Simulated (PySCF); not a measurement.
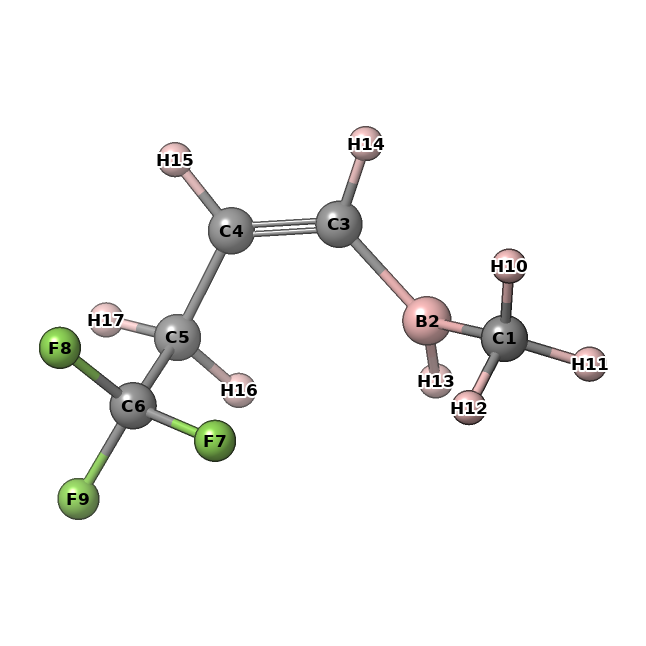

Distant atoms are faded towards the background colour. Computed geometry: GFN2-xTB optimisation. No frequency run is at hand to confirm it as a minimum.

Find the stereocentres and stereogenic double bonds.

Double bonds: C3=C4.

What are the Cahn–Ingold–Prelog descriptors?

C3=C4: Z.
